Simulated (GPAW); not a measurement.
## STM contrast on 1T-MnSSe monolayer

Aim: Tersoff-Hamann images of 1T-MnSSe monolayer at several biases.

Method: GPAW, PAW setups; layer in a repeated cell with vacuum, relaxation of atoms and in-plane cell, in the first sound run; inputs show where later runs differ, in GPAW 26.7.0.

## Step 1: Starting point

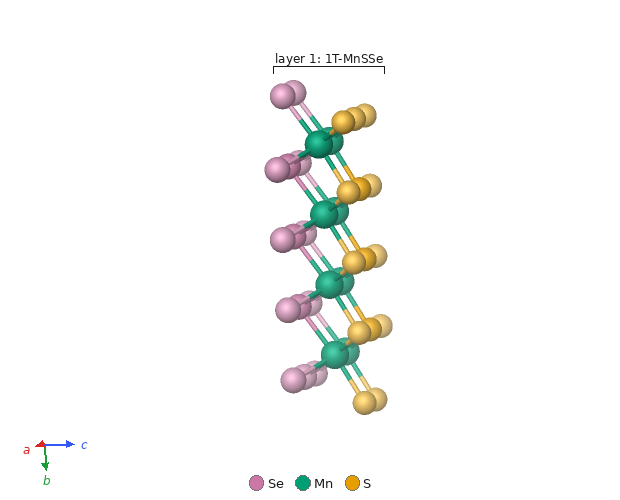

The cell as given, from the side, with the c axis across the page (selenium pink, manganese teal, sulfur orange). 1×3×1 cells are drawn. Some periodic images of atoms are drawn too.

The cell holds 3 atoms: 1 Se, 1 Mn and 1 S. Cell: a = 3.408 Å, b = 3.408 Å, c = 20.726 Å, α = 90.0°, β = 90.0°, γ = 120.0°. Vacuum lies along c.

## Step 2: Relaxation

Forces are removed first; all later runs use this geometry.

Input file run.py:

```python
import json
import numpy as np
from ase import Atoms
from ase.filters import FrechetCellFilter
from ase.optimize import BFGS
from gpaw import GPAW, PW

slab = Atoms(
    ['Se', 'Mn', 'S'],
    positions=[
        [1.70396, 0.98378, 9.00000],
        [0.00000, 0.00000, 10.49483],
        [-0.00000, 1.96757, 11.72598]],
    cell=[[3.40793, 0.0, 0.0], [-1.70396, 2.95135, 0.0], [0.0, 0.0, 20.726]],
    pbc=[True, True, True],
    magmoms=[0.0, 4.0, 0.0])

slab.calc = GPAW(mode=PW(600), xc='PBE', kpts={'size': (9, 9, 1), 'gamma': True},
                 occupations={'name': 'fermi-dirac', 'width': 0.05}, nbands='160%',
                 convergence={'density': 1e-05}, maxiter=200,
                 symmetry={'tolerance': 1e-3}, txt='slab.txt')
result = {}
# The in-plane cell is free; stress needs a cell that repeats along all three vectors
path = []
opt = BFGS(FrechetCellFilter(slab, mask=[1, 1, 0, 0, 0, 1]), maxstep=0.2)
opt.attach(lambda: path.append((slab.get_potential_energy(), slab.positions.tolist(), slab.get_forces().tolist())))
result['relaxed'] = bool(opt.run(fmax=0.02, steps=45))
result['path'] = path
result['cell'] = slab.cell.tolist()
print('in-plane lattice', slab.cell.cellpar().round(4)[[0, 1, 5]])
energy = slab.get_potential_energy()
fermi = slab.calc.get_fermi_level()
v = slab.calc.get_electrostatic_potential().mean((0, 1)) - fermi
n = slab.calc.get_pseudo_density().mean((0, 1))
L = slab.cell[2, 2]
z = np.arange(len(v)) * L / len(v)
low, high = slab.positions[:, 2].min(), slab.positions[:, 2].max()
below, above = np.interp([low - 6.8, high + 6.8], z, v)
slopes = [np.interp(x, z, np.gradient(v, z)) for x in (low - 6.8, high + 6.8)]
eps = np.array([[slab.calc.get_eigenvalues(k, s) for k in range(len(slab.calc.get_ibz_k_points()))]
                for s in range(slab.calc.get_number_of_spins())]) - fermi
top, bottom = eps[eps < 0].max(), eps[eps > 0].min()
dipole = slab.get_dipole_moment()[2]
print(f'energy {energy:.4f} eV, Fermi level {fermi:.4f} eV, dipole {dipole:.5f} e A')
print(f'potential 6.8 A off the faces, from the Fermi level: lower {below:.4f} eV, upper {above:.4f} eV')
print(f'slope of the potential there: lower {slopes[0]:.5f}, upper {slopes[1]:.5f} eV/A')
print(f'nearest levels on the mesh: {top:.4f} and {bottom:.4f} eV')
print('magnetic moment', round(slab.get_magnetic_moment(), 3))
result.update(energy=energy, fermi=fermi, dipole=dipole, below=below, above=above, slopes=slopes, edges=[top, bottom],
              z=z.tolist(), v=v.tolist(), n=n.tolist(), positions=slab.positions.tolist(),
              forces=slab.get_forces(apply_constraint=False).tolist(), moments=slab.get_magnetic_moments().tolist())
json.dump(result, open('result.json', 'w'))
```

The run is started by

```console
$ OMP_NUM_THREADS=1 OPENBLAS_NUM_THREADS=1 python run.py
```

The program printed:

```text
Step          Energy          fmax
BFGS:    0      -18.834082        0.285693
BFGS:    1      -18.835916        0.222051
BFGS:    2      -18.838684        0.045571
BFGS:    3      -18.838734        0.035404
BFGS:    4      -18.838850        0.028652
BFGS:    5      -18.838870        0.027943
BFGS:    6      -18.838924        0.035290
BFGS:    7      -18.838977        0.037320
BFGS:    8      -18.839009        0.020137
BFGS:    9      -18.839016        0.004436
in-plane lattice [  3.4019   3.4019 120.    ]
energy -18.8347 eV, Fermi level -2.1282 eV, dipole -0.03660 e A
potential 6.8 A off the faces, from the Fermi level: lower 5.2480 eV, upper 5.3873 eV
slope of the potential there: lower -0.03199, upper -0.03198 eV/A
nearest levels on the mesh: -0.0693 and 0.0124 eV
magnetic moment 2.849
```

Wall time 5.7 min (1 thread of Intel Xeon 6975P-C (Granite Rapids), shared host); peak memory 0.47 GiB.

Numbers from this step:

```yaml
dipole_along_the_normal: -0.03660 e·Å
levels_nearest_the_fermi_level_on_the_mesh: -0.06935, 0.01237 eV from the Fermi level
site_moments: -0.04449, 2.798, -0.02305 μB
sum_of_the_site_moments: 2.730 μB
```

Table of electrostatic potential energy of an electron (without an applied field's), less the Fermi level, planar mean by z:

```tsv
z (Å)	electrostatic potential energy of an electron (without an applied field's), less the Fermi level, planar mean (eV)
0	5.32
1	5.29
2	5.25
3	5.22
4	5.19
5	5.16
6	5.12
7	4.95
8	2.30
9	-19.1
10	-6.12
11	-6.96
12	-10.9
13	4.65
14	5.49
15	5.50
16	5.47
17	5.44
18	5.40
19	5.37
20	5.34
```

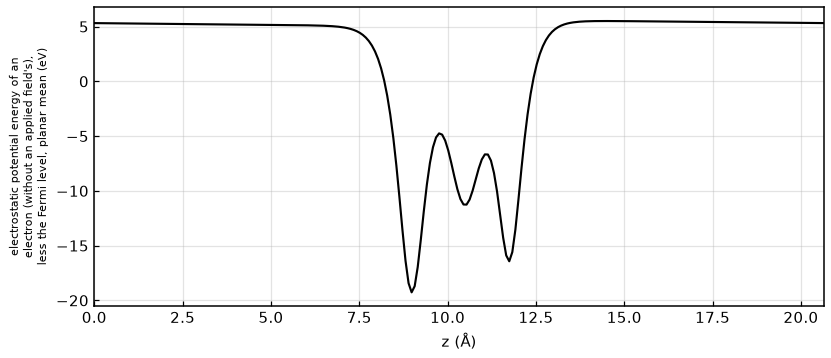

Electrostatic potential energy of an electron (without an applied field's), less the Fermi level, planar mean, plotted against z.

Table of pseudo valence density, planar mean by z:

```tsv
z (Å)	pseudo valence density, planar mean (e/Å³)
4	0
6	3.7e-4
8	0.130
10	0.653
12	0.366
14	0.00215
16	5.7e-6
```

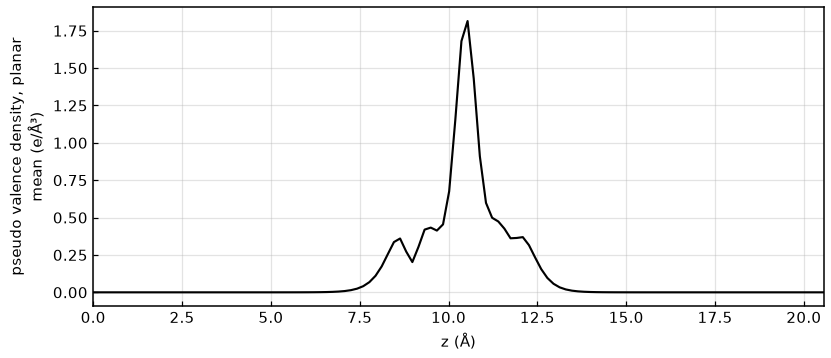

Pseudo valence density, planar mean against z.

Site moment by atom:

```tsv
atom	site moment (μB)
Se1	-0.04
Mn2	2.80
S3	-0.02
```

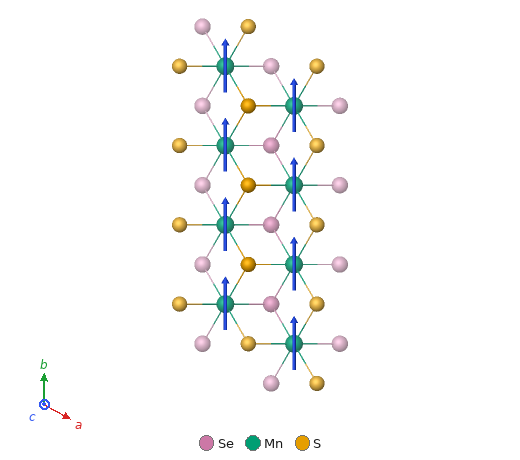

Site moment as arrows, the longest 2.80 μB. Up and down stand for the sign. Arrows give size and sign along the axis of quantisation, drawn up and down the page. 1×3×1 cells are drawn. Some periodic images of atoms are drawn too.

The relaxation lowered the energy of the cell by 0.00519 eV (energies extrapolated to zero smearing; the optimiser's log prints free energies). The largest force left on a free atom is 0.0044 eV/Å.

## Step 3: Plane waves, PBE

The work function is the vacuum plateau of the electrostatic potential less the Fermi level; a dipole layer lets the two faces have plateaus of their own.

This step: GPAW, PAW setups; slab in vacuum (GPAW 26.7.0).

The cell differs from the one that the last finished run ended in (c 20.726 → 20.770 Å).

Input file run.py:

```python
import json
import numpy as np
from ase import Atoms
from ase.dft.stm import STM
from gpaw import GPAW, PW

slab = Atoms(
    ['Se', 'Mn', 'S'],
    positions=[
        [1.70096, 0.98205, 9.00000],
        [-0.00000, -0.00000, 10.50464],
        [0.00000, 1.96411, 11.77035]],
    cell=[[3.40194, 0.0, 0.0], [-1.70096, 2.94616, 0.0], [0.0, 0.0, 20.7703]],
    pbc=[True, True, False],
    magmoms=[0.0, 4.0, 0.0])

slab.calc = GPAW(mode=PW(400), xc='PBE', kpts={'size': (9, 9, 1), 'gamma': True},
                 occupations={'name': 'fermi-dirac', 'width': 0.05}, nbands='160%',
                 convergence={'density': 1e-05}, maxiter=200,
                 poissonsolver={'dipolelayer': 'xy'},
                 symmetry={'tolerance': 1e-3}, txt='slab.txt')
result = {}
energy = slab.get_potential_energy()
fermi = slab.calc.get_fermi_level()
v = slab.calc.get_electrostatic_potential().mean((0, 1)) - fermi
n = slab.calc.get_pseudo_density().mean((0, 1))
L = slab.cell[2, 2]
z = np.arange(len(v)) * L / len(v)
low, high = slab.positions[:, 2].min(), slab.positions[:, 2].max()
below, above = np.interp([low - 6.8, high + 6.8], z, v)
slopes = [np.interp(x, z, np.gradient(v, z)) for x in (low - 6.8, high + 6.8)]
eps = np.array([[slab.calc.get_eigenvalues(k, s) for k in range(len(slab.calc.get_ibz_k_points()))]
                for s in range(slab.calc.get_number_of_spins())]) - fermi
top, bottom = eps[eps < 0].max(), eps[eps > 0].min()
dipole = slab.get_dipole_moment()[2]
print(f'energy {energy:.4f} eV, Fermi level {fermi:.4f} eV, dipole {dipole:.5f} e A')
print(f'potential 6.8 A off the faces, from the Fermi level: lower {below:.4f} eV, upper {above:.4f} eV')
print(f'slope of the potential there: lower {slopes[0]:.5f}, upper {slopes[1]:.5f} eV/A')
print(f'nearest levels on the mesh: {top:.4f} and {bottom:.4f} eV')
print('magnetic moment', round(slab.get_magnetic_moment(), 3))
result.update(energy=energy, fermi=fermi, dipole=dipole, below=below, above=above, slopes=slopes, edges=[top, bottom],
              z=z.tolist(), v=v.tolist(), n=n.tolist(), positions=slab.positions.tolist(),
              forces=slab.get_forces(apply_constraint=False).tolist(), moments=slab.get_magnetic_moments().tolist())

# Images need the states of the whole zone, up to time reversal
slab.calc = slab.calc.fixed_density(symmetry={'point_group': False}, txt='states.txt', nbands='250%',
                                    convergence={'bands': 'CBM+1.3'})
stm = STM(slab)
result['stm'] = []
for bias in [-1.0, 1.0]:
    height = high + 3.5
    current = stm.get_averaged_current(bias, height)
    x, y, h = stm.scan(bias, current)
    i, f = divmod(height / L * stm.ldos.shape[2], 1)
    I = abs((1 - f) * stm.ldos[:, :, int(i)] + f * stm.ldos[:, :, int(i) + 1])
    print(f'bias {bias} V: mean current at 3.5 A {current:.4e}, corrugation {np.ptp(h):.4f} A')
    result['stm'].append(dict(bias=bias, current=current, h=(h - high).tolist(), I=I.tolist()))
json.dump(result, open('result.json', 'w'))
```

The program printed:

```text
energy -18.8018 eV, Fermi level -2.1377 eV, dipole -0.02781 e A
potential 6.8 A off the faces, from the Fermi level: lower 5.0688 eV, upper 5.5739 eV
slope of the potential there: lower -0.00001, upper 0.00002 eV/A
nearest levels on the mesh: -0.0691 and 0.0120 eV
magnetic moment 2.849
bias -1.0 V: mean current at 3.5 A 1.2287e-05, corrugation 0.1728 A
bias 1.0 V: mean current at 3.5 A 1.8497e-05, corrugation 0.1947 A
```

Wall time 2.1 min (1 thread); peak memory 0.5 GiB.

Numbers from this step:

```yaml
dipole_along_the_normal: -0.02781 e·Å
levels_nearest_the_fermi_level_on_the_mesh: -0.06906, 0.01197 eV from the Fermi level
upper_work_function: 5.574 eV
lower_work_function: 5.069 eV
site_moments: -0.04427, 2.797, -0.02316 μB
corrugation_minus_1: 0.1728 Å
corrugation_1: 0.1947 Å
sum_of_the_site_moments: 2.729 μB
```

The electrostatic potential energy of an electron (without an applied field's), less the Fermi level, planar mean by z:

```tsv
z (Å)	electrostatic potential energy of an electron (without an applied field's), less the Fermi level, planar mean (eV)
0	5.32
2	5.07
4	5.07
6	5.06
8	2.45
10	-5.96
12	-11.5
14	5.53
16	5.57
18	5.57
20	5.57
```

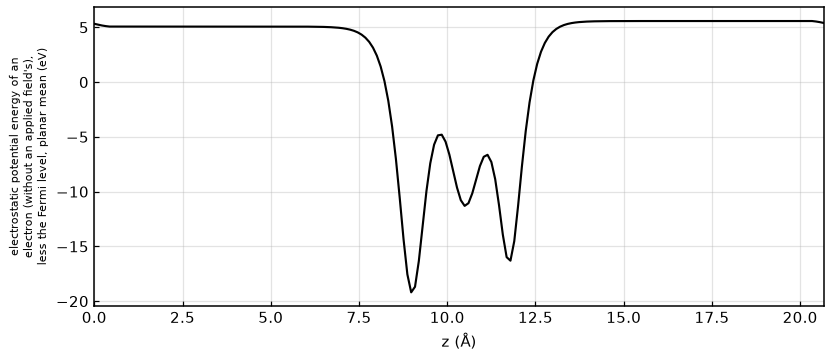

Electrostatic potential energy of an electron (without an applied field's), less the Fermi level, planar mean against z.

The pseudo valence density, planar mean by z:

```tsv
z (Å)	pseudo valence density, planar mean (e/Å³)
4	0
6	3.6e-4
8	0.123
10	0.646
12	0.363
14	0.00235
16	5.4e-6
```

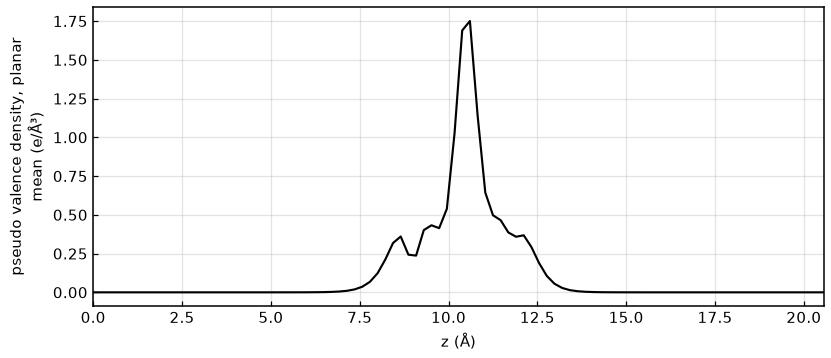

Pseudo valence density, planar mean against z.

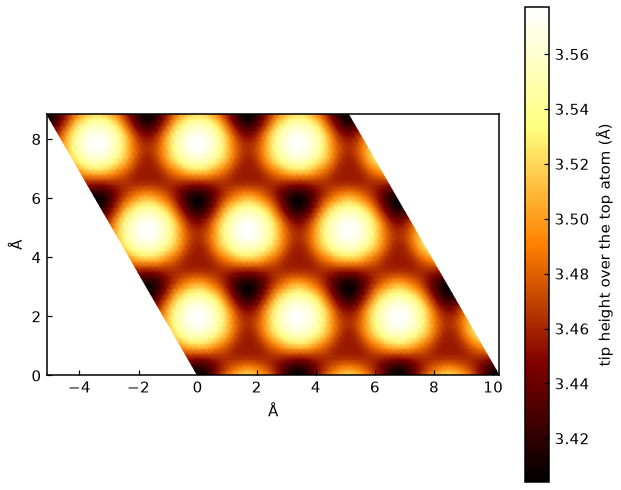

Tip height over the top atom over a1 and a2. Sample bias -1 V, constant current at the mean current 3.5 Å over the top atom. The cell is repeated, with its origin at the lower left corner.

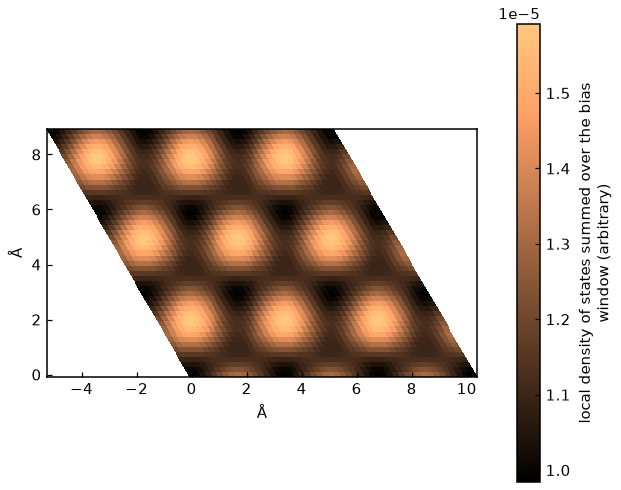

Local density of states summed over the bias window over a1 and a2. Sample bias -1 V, constant height 3.5 Å over the top atom. The cell is repeated, with its origin at the lower left corner.

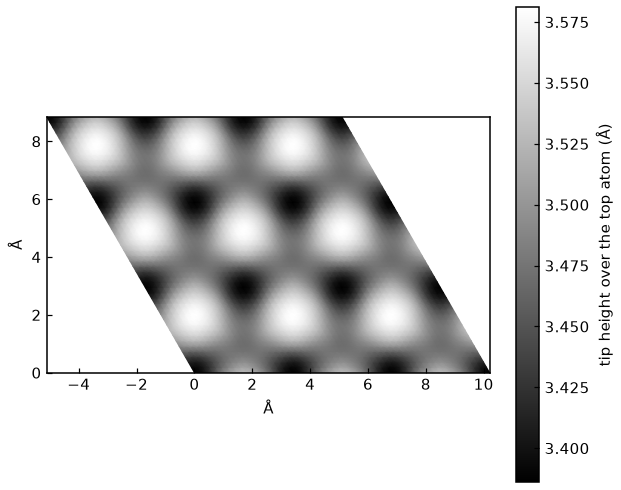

Tip height over the top atom over a1 and a2. Sample bias 1 V, constant current at the mean current 3.5 Å over the top atom. The cell is repeated, with its origin at the lower left corner.

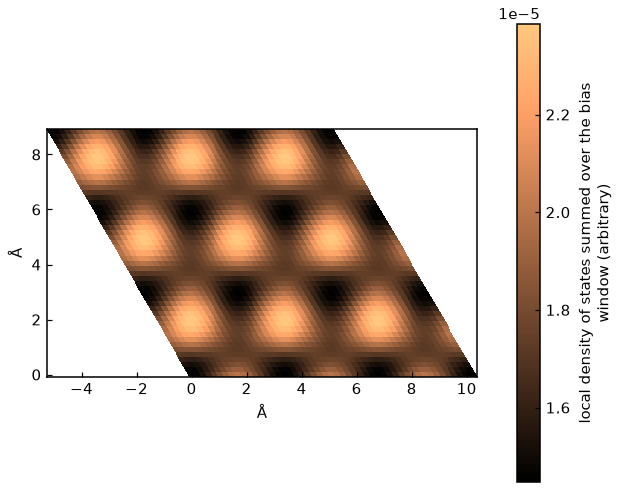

Local density of states summed over the bias window over a1 and a2. Sample bias 1 V, constant height 3.5 Å over the top atom. The cell is repeated, with its origin at the lower left corner.

The potential is flat to 2.3e-5 eV/Å where it is read, so the vacuum is wide enough.

## Step 4: A changed run

One more run, with changed settings.

Input file run.py:

```python
import json
import numpy as np
from ase import Atoms
from gpaw import GPAW, PW

slab = Atoms(
    ['Se', 'Mn', 'S'],
    positions=[
        [1.70096, 0.98205, 9.00000],
        [-0.00000, -0.00000, 10.50464],
        [0.00000, 1.96411, 11.77035]],
    cell=[[3.40194, 0.0, 0.0], [-1.70096, 2.94616, 0.0], [0.0, 0.0, 20.7703]],
    pbc=[True, True, False],
    magmoms=[0.0, 4.0, 0.0])

slab.calc = GPAW(mode=PW(400), xc='PBE', kpts={'size': (9, 9, 1), 'gamma': True},
                 occupations={'name': 'fermi-dirac', 'width': 0.05}, nbands='160%',
                 convergence={'density': 1e-05}, maxiter=50,
                 poissonsolver={'dipolelayer': 'xy'},
                 symmetry={'tolerance': 1e-3}, txt='slab.txt')
result = {}
energy = slab.get_potential_energy()
fermi = slab.calc.get_fermi_level()
v = slab.calc.get_electrostatic_potential().mean((0, 1)) - fermi
n = slab.calc.get_pseudo_density().mean((0, 1))
L = slab.cell[2, 2]
z = np.arange(len(v)) * L / len(v)
low, high = slab.positions[:, 2].min(), slab.positions[:, 2].max()
below, above = np.interp([low - 1.0, high + 1.0], z, v)
slopes = [np.interp(x, z, np.gradient(v, z)) for x in (low - 1.0, high + 1.0)]
eps = np.array([[slab.calc.get_eigenvalues(k, s) for k in range(len(slab.calc.get_ibz_k_points()))]
                for s in range(slab.calc.get_number_of_spins())]) - fermi
top, bottom = eps[eps < 0].max(), eps[eps > 0].min()
dipole = slab.get_dipole_moment()[2]
print(f'energy {energy:.4f} eV, Fermi level {fermi:.4f} eV, dipole {dipole:.5f} e A')
print(f'potential 1.0 A off the faces, from the Fermi level: lower {below:.4f} eV, upper {above:.4f} eV')
print(f'slope of the potential there: lower {slopes[0]:.5f}, upper {slopes[1]:.5f} eV/A')
print(f'nearest levels on the mesh: {top:.4f} and {bottom:.4f} eV')
print('magnetic moment', round(slab.get_magnetic_moment(), 3))
result.update(energy=energy, fermi=fermi, dipole=dipole, below=below, above=above, slopes=slopes, edges=[top, bottom],
              z=z.tolist(), v=v.tolist(), n=n.tolist(), positions=slab.positions.tolist(),
              forces=slab.get_forces(apply_constraint=False).tolist(), moments=slab.get_magnetic_moments().tolist())
json.dump(result, open('result.json', 'w'))
```

The program printed:

```text
energy -18.8018 eV, Fermi level -2.1377 eV, dipole -0.02781 e A
potential 1.0 A off the faces, from the Fermi level: lower 2.4495 eV, upper 3.5995 eV
slope of the potential there: lower -7.83452, upper 6.27771 eV/A
nearest levels on the mesh: -0.0691 and 0.0120 eV
magnetic moment 2.849
```

It took 25 s on 1 thread; peak memory 0.24 GiB.

The run finished. A setting was moved off its sound value on purpose, so it serves as a test and not as the result.

The fault put into the input: the potential probed 1 A off the face (probe = 1.0).

## Step 5: Results

| Quantity | Value |
| --- | --- |
| work function, upper and lower face | 5.574 and 5.069 eV |
| dipole along the normal | -0.0278 e Å |
| corrugation at -1 V | 0.173 Å |
| corrugation at 1 V | 0.195 Å |

**Reading.** The tip height varies by 0.17 to 0.19 Å over the cell, much the same at every bias tried. Negative sample bias images filled states, positive bias empty ones. The two faces differ by 0.51 eV, the step that the slab's dipole makes (e p/(ε0 A) gives 0.50 eV), so the dipole layer is needed. The images are of Tersoff-Hamann type: an s-wave tip, no tip-sample forces, heights closer than in a microscope. The relaxation of atoms and cell ran in a fully periodic cell without the dipole layer, so the atoms of this polar layer felt a small spurious field. One magnetic start was tried; another order may lie lower. The layer's cell and atoms come from the relaxation; spin-orbit coupling and temperature are left out.

[Logs are printed without paths, hosts, clocks, repeated set-up lines and the standing remarks that a program may print on its own settings, such as how far it seeks lower states.]

[Hosts, paths, dates, database ids (printed as entryN), source tags and the programs' standing remarks are cut or masked in the printed files.]
